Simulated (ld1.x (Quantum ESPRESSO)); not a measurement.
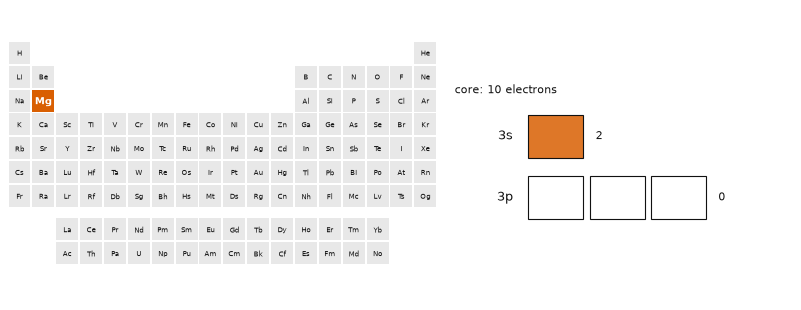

Fig. 1: Left, the place of magnesium in the periodic table; right, the valence shells of the reference configuration: a box for each of the 2l + 1 orbitals, shaded by the share of the shell that is filled, with the electron count at the right.

## Pseudopotential generation for Mg

- system: magnesium (Mg, Z = 12), core [Ne], reference valence 3s2 3p0, valence charge 2.
- method: TM potential, PBE, non-relativistic, made with ld1.x (Quantum ESPRESSO) 7.5

The input:
```
 &input
   title='Mg', zed=12., rel=0, dft='PBE', iswitch=3,
   config='[Ne] 3s2 3p0 3d-2',
   nld=3, rlderiv=2.60, eminld=-2.0, emaxld=5.0, deld=0.02
 /
 &inputp
   pseudotype=2, tm=.true., lloc=1,
   nlcc=.false.,
   file_pseudopw='Mg.UPF', file_wfcaegen='ae.wfc', file_wfcncgen='nc.wfc', file_beta='beta', file_chi='chi'
 /
3
3S  1  0   2.00   0.00  1.80  1.80  0.0
3D  3  2  -2.00   0.30  1.90  1.90  0.0
3P  2  1   0.00   0.00  2.40  2.40  0.0
 &test
   configts(1)='3s2 3p0'
 /
```

Input of the test run:
```
 &input
   title='Mg', zed=12., rel=0, dft='PBE', iswitch=2,
   config='[Ne] 3s2 3p0 3d-2'
 /
 &test
   file_pseudo='Mg.UPF', nconf=6,
   configts(1)='3s2 3p0',
   configts(2)='3s1 3p0',
   configts(3)='3s1.5 3p0',
   configts(4)='3s1 3p1',
   configts(5)='3s0 3p1',
   configts(6)='3s0 3p2'
 /
```

Run as:
```bash
ld1.x < Mg.in > Mg.out
```

The program's output:
```
     Program LD1 v.7.5
     --------------------------- All-electron run ----------------------------

     Mg

     atomic number is 12.00
     dft =PBE   lsd =0 sic =0 latt =0  beta=0.20 tr2=1.0E-14
     Exchange-correlation= PBE
                           (   1   4   3   4   0   0   0)
     mesh =1129 r(mesh) = 100.99726 a.u. xmin = -7.00 dx = 0.01250
     1 Ry =  13.60569312 eV

     n l     nl                  e(Ry)          e(Ha)          e(eV)
     1 0     1S 1( 2.00)       -92.4018       -46.2009     -1257.1899
     2 0     2S 1( 2.00)        -5.8470        -2.9235       -79.5519
     2 1     2P 1( 6.00)        -3.4291        -1.7146       -46.6556
     3 0     3S 1( 2.00)        -0.3454        -0.1727        -4.6988
     3 1     3P 1( 0.00)        -0.0983        -0.0491        -1.3373

     final scf error:  7.5E-15 reached in  27 iterations

     Etot =    -399.911397 Ry,    -199.955698 Ha,   -5441.071737 eV

     Ekin =     399.187802 Ry,     199.593901 Ha,    5431.226737 eV
     Encl =    -958.075728 Ry,    -479.037864 Ha,  -13035.284338 eV
     Eh   =     191.588231 Ry,      95.794115 Ha,    2606.690671 eV
     Exc  =     -32.611702 Ry,     -16.305851 Ha,    -443.704806 eV

     normalization and overlap integrals

     s(1S/1S) =  1.000000  <r> =   0.1309  <r2> =    0.0231  r(max) =   0.0854
     s(2S/2S) =  1.000000  <r> =   0.6989  <r2> =    0.5884  r(max) =   0.5502
     s(2P/2P) =  1.000000  <r> =   0.6897  <r2> =    0.6117  r(max) =   0.4796
     s(3S/3S) =  1.000000  <r> =   3.1553  <r2> =   11.6883  r(max) =   2.5602
     s(3P/3P) =  1.000000  <r> =   4.5885  <r2> =   25.4495  r(max) =   3.4559

     ------------------------ End of All-electron run ------------------------

     --------------------- Generating NC pseudopotential ---------------------

      Generating local pot.: lloc=1, matching radius rcloc =   2.4000

      Wfc   3S  rcut= 1.804  Using Troullier-Martins method

      Wfc   3D  rcut= 1.897  Using Troullier-Martins method

     ------------------- End of pseudopotential generation -------------------

     --------------------------- All-electron run ----------------------------

     Mg

     atomic number is 12.00
     dft =PBE   lsd =0 sic =0 latt =0  beta=0.20 tr2=1.0E-14
     Exchange-correlation= PBE
                           (   1   4   3   4   0   0   0)
     mesh =1129 r(mesh) = 100.99726 a.u. xmin = -7.00 dx = 0.01250
     1 Ry =  13.60569312 eV

     n l     nl                  e(Ry)          e(Ha)          e(eV)
     1 0     1S 1( 2.00)       -92.4018       -46.2009     -1257.1899
     2 0     2S 1( 2.00)        -5.8470        -2.9235       -79.5519
     2 1     2P 1( 6.00)        -3.4291        -1.7146       -46.6556
     3 0     3S 1( 2.00)        -0.3454        -0.1727        -4.6988
     3 1     3P 1( 0.00)        -0.0983        -0.0491        -1.3373

     final scf error:  7.5E-15 reached in  27 iterations

     Etot =    -399.911397 Ry,    -199.955698 Ha,   -5441.071737 eV

     Ekin =     399.187802 Ry,     199.593901 Ha,    5431.226737 eV
     Encl =    -958.075728 Ry,    -479.037864 Ha,  -13035.284338 eV
     Eh   =     191.588231 Ry,      95.794115 Ha,    2606.690671 eV
     Exc  =     -32.611702 Ry,     -16.305851 Ha,    -443.704806 eV

     normalization and overlap integrals

     s(1S/1S) =  1.000000  <r> =   0.1309  <r2> =    0.0231  r(max) =   0.0854
     s(2S/2S) =  1.000000  <r> =   0.6989  <r2> =    0.5884  r(max) =   0.5502
     s(2P/2P) =  1.000000  <r> =   0.6897  <r2> =    0.6117  r(max) =   0.4796
     s(3S/3S) =  1.000000  <r> =   3.1553  <r2> =   11.6883  r(max) =   2.5602
     s(3P/3P) =  1.000000  <r> =   4.5885  <r2> =   25.4495  r(max) =   3.4559

     ------------------------ End of All-electron run ------------------------

     Computing logarithmic derivative in   2.60873
     Computing logarithmic derivative in   2.60873
     Computing the partial wave expansion
     R is outside the sphere for l=    0 j= 0.00
       no projector for channel:   1
     R is outside the sphere for l=    2 j= 0.00

     ---------------------- Testing the pseudopotential ----------------------

     Mg

     atomic number is 12.00   valence charge is  2.00
     dft =PBE   lsd =0 sic =0 latt =0  beta=0.20 tr2=1.0E-14
     mesh =1129 r(mesh) = 100.99726 xmin = -7.00 dx = 0.01250

     n l     nl             e AE (Ry)        e PS (Ry)    De AE-PS (Ry)
     1 0     3S   1( 2.00)       -0.34536       -0.34536       -0.00000
     2 1     3P   1( 0.00)       -0.09829       -0.09829       -0.00000

     eps = 1.1E-16  iter =  4

     Etot =    -399.911397 Ry,    -199.955698 Ha,   -5441.071737 eV
     Etotps =    -1.651791 Ry,      -0.825896 Ha,     -22.473761 eV

     Ekin =       0.465460 Ry,       0.232730 Ha,       6.332903 eV
     Encl =      -2.693266 Ry,      -1.346633 Ha,     -36.643748 eV
     Ehrt =       1.146447 Ry,       0.573223 Ha,      15.598206 eV
     Ecxc =      -0.641742 Ry,      -0.320871 Ha,      -8.731351 eV
     Epseu=       0.071311 Ry,       0.035655 Ha,       0.970229 eV

     ---------------------- End of pseudopotential test ----------------------
```

Output of the test run (extracts):
```
     ---------------------- Testing the pseudopotential ----------------------

     Mg

     atomic number is 12.00   valence charge is  2.00
     dft =PBE   lsd =0 sic =0 latt =0  beta=0.20 tr2=1.0E-14
     mesh =1129 r(mesh) = 100.99726 xmin = -7.00 dx = 0.01250

     n l     nl             e AE (Ry)        e PS (Ry)    De AE-PS (Ry)
     1 0     3S   1( 2.00)       -0.34536       -0.34536       -0.00000
     2 1     3P   1( 0.00)       -0.09829       -0.09829       -0.00000

     eps = 2.6E-15  iter =  4

     Etot =    -399.911397 Ry,    -199.955698 Ha,   -5441.071738 eV
     Etotps =    -1.651791 Ry,      -0.825895 Ha,     -22.473761 eV

     Ekin =       0.465460 Ry,       0.232730 Ha,       6.332903 eV
     Encl =      -2.693266 Ry,      -1.346633 Ha,     -36.643748 eV
     Ehrt =       1.146447 Ry,       0.573223 Ha,      15.598205 eV
     Ecxc =      -0.641742 Ry,      -0.320871 Ha,      -8.731351 eV
     Epseu=       0.071311 Ry,       0.035655 Ha,       0.970229 eV

     ---------------------- End of pseudopotential test ----------------------

     ---------------------- Testing the pseudopotential ----------------------

     Mg

     atomic number is 12.00   valence charge is  2.00
     dft =PBE   lsd =0 sic =0 latt =0  beta=0.20 tr2=1.0E-14
     mesh =1129 r(mesh) = 100.99726 xmin = -7.00 dx = 0.01250

     n l     nl             e AE (Ry)        e PS (Ry)    De AE-PS (Ry)
     1 0     3S   1( 1.00)       -0.83500       -0.83216       -0.00284
     2 1     3P   1( 0.00)       -0.51838       -0.51903        0.00064

     eps = 1.4E-15  iter = 14

     Etot =    -399.327183 Ry,    -199.663591 Ha,   -5433.123107 eV
     Etotps =    -1.068130 Ry,      -0.534065 Ha,     -14.532646 eV
     dEtot_ae =       0.584214 Ry
     dEtot_ps =       0.583661 Ry,   Delta E=       0.000552 Ry

     Ekin =       0.298778 Ry,       0.149389 Ha,       4.065089 eV
     Encl =      -1.444714 Ry,      -0.722357 Ha,     -19.656332 eV
     Ehrt =       0.319450 Ry,       0.159725 Ha,       4.346339 eV
     Ecxc =      -0.292537 Ry,      -0.146268 Ha,      -3.980162 eV
     Epseu=       0.050892 Ry,       0.025446 Ha,       0.692421 eV

     ---------------------- End of pseudopotential test ----------------------

     ---------------------- Testing the pseudopotential ----------------------

     Mg

     atomic number is 12.00   valence charge is  2.00
     dft =PBE   lsd =0 sic =0 latt =0  beta=0.20 tr2=1.0E-14
     mesh =1129 r(mesh) = 100.99726 xmin = -7.00 dx = 0.01250

     n l     nl             e AE (Ry)        e PS (Ry)    De AE-PS (Ry)
     1 0     3S   1( 1.50)       -0.58123       -0.58107       -0.00016
     2 1     3P   1( 0.00)       -0.29751       -0.29811        0.00060

     eps = 8.4E-15  iter = 12

     Etot =    -399.680634 Ry,    -199.840317 Ha,   -5437.932058 eV
     Etotps =    -1.421032 Ry,      -0.710516 Ha,     -19.334132 eV
     dEtot_ae =       0.230762 Ry
     dEtot_ps =       0.230759 Ry,   Delta E=       0.000004 Ry

     Ekin =       0.400025 Ry,       0.200012 Ha,       5.442612 eV
     Encl =      -2.100029 Ry,      -1.050015 Ha,     -28.572354 eV
     Ehrt =       0.684318 Ry,       0.342159 Ha,       9.310626 eV
     Ecxc =      -0.469604 Ry,      -0.234802 Ha,      -6.389291 eV
     Epseu=       0.064258 Ry,       0.032129 Ha,       0.874276 eV

     ---------------------- End of pseudopotential test ----------------------

     ---------------------- Testing the pseudopotential ----------------------

     Mg

     atomic number is 12.00   valence charge is  2.00
     dft =PBE   lsd =0 sic =0 latt =0  beta=0.20 tr2=1.0E-14
     mesh =1129 r(mesh) = 100.99726 xmin = -7.00 dx = 0.01250

     n l     nl             e AE (Ry)        e PS (Ry)    De AE-PS (Ry)
     1 0     3S   1( 1.00)       -0.41577       -0.41376       -0.00201
     2 1     3P   1( 1.00)       -0.15241       -0.15257        0.00016

     eps = 1.3E-15  iter = 17

     Etot =    -399.655935 Ry,    -199.827968 Ha,   -5437.596007 eV
     Etotps =    -1.397206 Ry,      -0.698603 Ha,     -19.009959 eV
     dEtot_ae =       0.255461 Ry
     dEtot_ps =       0.254585 Ry,   Delta E=       0.000877 Ry

     Ekin =       0.571987 Ry,       0.285993 Ha,       7.782273 eV
     Encl =      -2.442544 Ry,      -1.221272 Ha,     -33.232511 eV
     Ehrt =       0.992511 Ry,       0.496256 Ha,      13.503805 eV
     Ecxc =      -0.558142 Ry,      -0.279071 Ha,      -7.593904 eV
     Epseu=       0.038982 Ry,       0.019491 Ha,       0.530377 eV

     ---------------------- End of pseudopotential test ----------------------

     ---------------------- Testing the pseudopotential ----------------------

     Mg

     atomic number is 12.00   valence charge is  2.00
     dft =PBE   lsd =0 sic =0 latt =0  beta=0.20 tr2=1.0E-14
     mesh =1129 r(mesh) = 100.99726 xmin = -7.00 dx = 0.01250

     n l     nl             e AE (Ry)        e PS (Ry)    De AE-PS (Ry)
     1 0     3S   1( 0.00)       -0.89552       -0.87687       -0.01865  !
     2 1     3P   1( 1.00)       -0.57380       -0.56779       -0.00600  !

     eps = 6.6E-15  iter = 11

     Etot =    -399.007858 Ry,    -199.503929 Ha,   -5428.778470 eV
     Etotps =    -0.756507 Ry,      -0.378254 Ha,     -10.292804 eV
     dEtot_ae =       0.903539 Ry
     dEtot_ps =       0.895284 Ry,   Delta E=       0.008255 Ry

     Ekin =       0.463514 Ry,       0.231757 Ha,       6.306428 eV
     Encl =      -1.238783 Ry,      -0.619392 Ha,     -16.854504 eV
     Ehrt =       0.257341 Ry,       0.128670 Ha,       3.501297 eV
     Ecxc =      -0.238578 Ry,      -0.119289 Ha,      -3.246025 eV

     ---------------------- End of pseudopotential test ----------------------

     ---------------------- Testing the pseudopotential ----------------------

     Mg

     atomic number is 12.00   valence charge is  2.00
     dft =PBE   lsd =0 sic =0 latt =0  beta=0.20 tr2=1.0E-14
     mesh =1129 r(mesh) = 100.99726 xmin = -7.00 dx = 0.01250

     n l     nl             e AE (Ry)        e PS (Ry)    De AE-PS (Ry)
     1 0     3S   1( 0.00)       -0.47193       -0.46392       -0.00801  !
     2 1     3P   1( 2.00)       -0.19563       -0.19472       -0.00092

     eps = 3.4E-15  iter = 21

     Etot =    -399.385959 Ry,    -199.692979 Ha,   -5433.922790 eV
     Etotps =    -1.131696 Ry,      -0.565848 Ha,     -15.397504 eV
     dEtot_ae =       0.525438 Ry
     dEtot_ps =       0.520095 Ry,   Delta E=       0.005343 Ry

     Ekin =       0.706954 Ry,       0.353477 Ha,       9.618597 eV
     Encl =      -2.222008 Ry,      -1.111004 Ha,     -30.231952 eV
     Ehrt =       0.889519 Ry,       0.444760 Ha,      12.102524 eV
     Ecxc =      -0.506161 Ry,      -0.253081 Ha,      -6.886672 eV

     ---------------------- End of pseudopotential test ----------------------
```

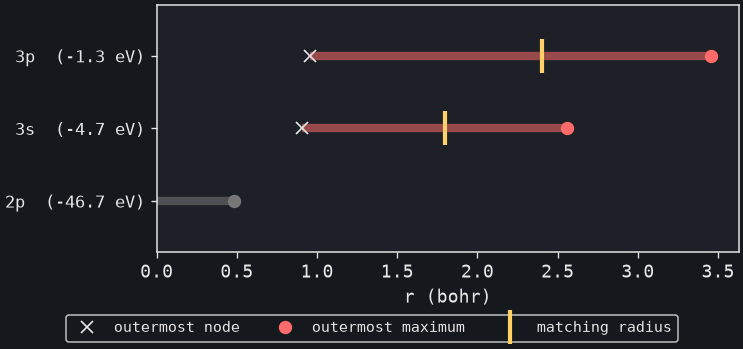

Fig. 2: Outer shells of the all-electron reference atom: each bar runs from the outermost node (or the nucleus) to the outermost maximum of u(r); the tick is the radius chosen for the pseudo-wave. Shells without a tick have no pseudo-wave of their own. Levels, nodes and maxima are from ld1.x, non-relativistic.

- Radii against the shells: 3s: 1.80 bohr, between node and maximum; 3p: 2.40 bohr, between node and maximum.

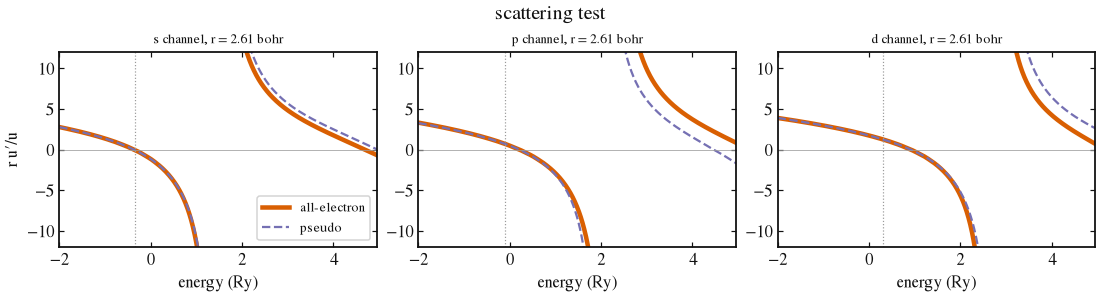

Fig. 3: Logarithmic derivatives r u′/u at the test radius against energy, all-electron atom (solid) and pseudo-atom (dashed). Here u = r R(r). The dotted line marks the reference energy of the channel.

- Zeros of the logarithmic derivative: s: all-electron -0.4 and 4.7 Ry, pseudo -0.4 Ry; p: all-electron 0.2 Ry, pseudo 0.2 and 4.5 Ry; d: all-electron 0.9 Ry, pseudo 0.9 Ry.
- Poles, where the radial function vanishes at the test radius: s: all-electron at 1.5 Ry, pseudo at 1.5 Ry; p: all-electron at 2.2 Ry, pseudo at 2.0 Ry; d: all-electron at 2.7 Ry, pseudo at 2.9 Ry.

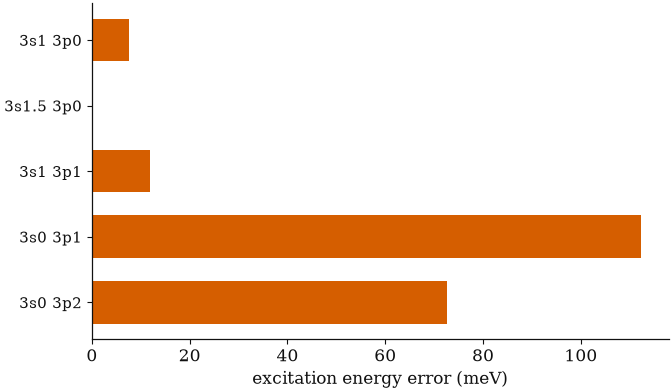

Fig. 4: Errors, all-electron minus pseudo, of the energies of valence configurations relative to the unpolarised reference 3s2 3p0.

- Worst configuration: 3s0 3p1 (charge +1): the error is +112 meV on an all-electron energy of +12.29 eV relative to the reference, or 0.91 %.
- Configurations within 10 meV and within 50 meV: 2 and 3 of 5.
- Errors in meV: 3s1 3p0: +7.5; 3s1.5 3p0: +0.1; 3s1 3p1: +12; 3s0 3p1: +112; 3s0 3p2: +73.

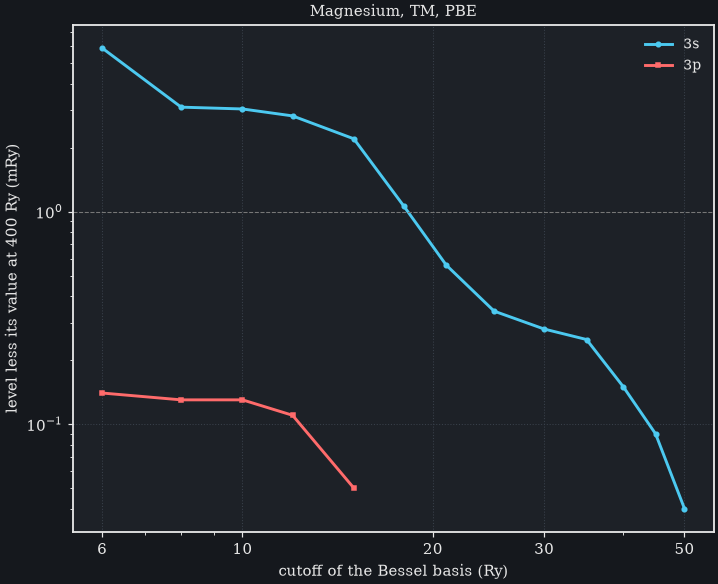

Fig. 5: The pseudo-atom Hamiltonian at the reference potential is diagonalised in spherical Bessel functions (20 bohr box) up to the cutoff. Curves: distance of each valence level from its value at 400 Ry.

- Cutoffs from which each level stays within 1 mRy: 3s: 21 Ry; 3p: 6 Ry or less.
- Cutoffs for 10 and 1 mRy in the occupation-weighted sum of levels: 8 Ry and 25 Ry, on the ladder of cutoffs that was run.

Results in brief:

- outcome: generated
- cutoffs needed: 8 Ry and 25 Ry (the cutoffs, on a coarse ladder, from which the occupation-weighted sum of valence levels, in a spherical-Bessel basis at the reference potential, stays within 10 and 1 mRy of its value at 400 Ry); ghost states and empty shells don't enter this sum
- ghost test: no ghost state below the valence levels in the s, d, p, f channels (spherical-Bessel basis up to 400 Ry, 20 bohr box)
- largest excitation error: +112 meV (all-electron minus pseudo) for 3s0 3p1, out of 5 test configurations
- range over which the phases arctan(r u′/u) at the test radius agree within 0.05 rad (a looser test near the poles than one of phase shifts): s: up to about 3.4 Ry; p: up to about 2.8 Ry; d: up to about 3.7 Ry
- hardware: 1 CPU thread, shared host
- wall time: 1.1 s
